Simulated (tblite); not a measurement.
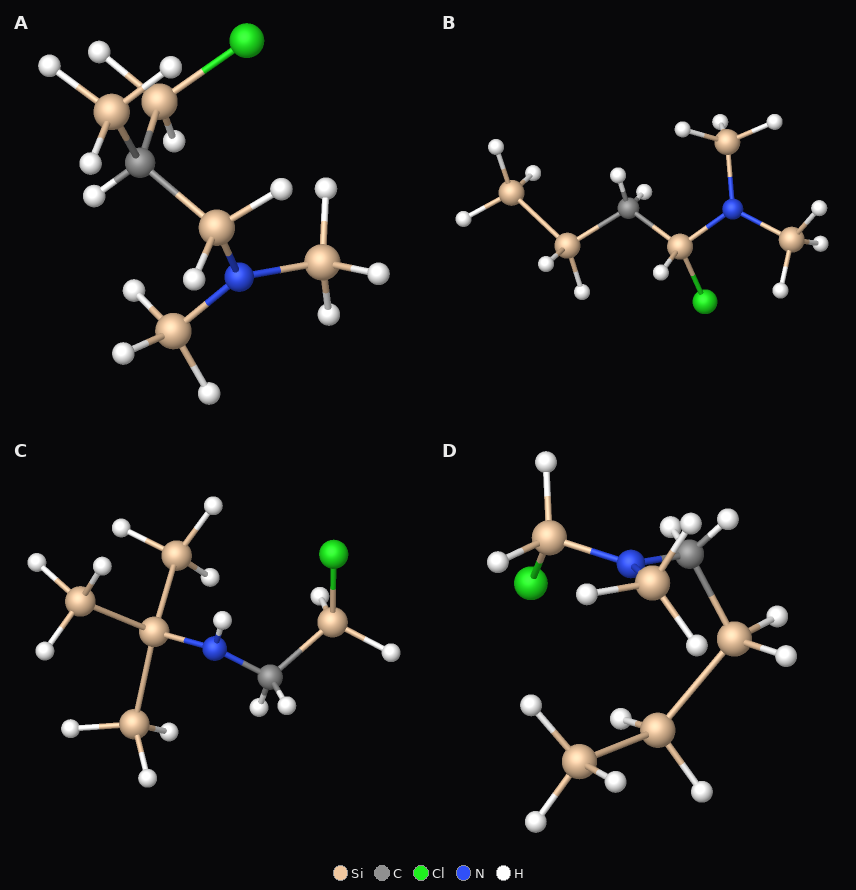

The picture comes from a calculation with tblite.

Match each picture to its SMILES.
(1) [SiH3][Si]([SiH3])([SiH3])NC[SiH2]Cl
(2) [SiH3][SiH2][SiH2]CN([SiH3])[SiH2]Cl
(3) [SiH3][C@@H]([SiH2]Cl)[SiH2]N([SiH3])[SiH3]
(4) [SiH3][SiH2]C[Si@@H](Cl)N([SiH3])[SiH3]

A is (3), B is (4), C is (1), D is (2).
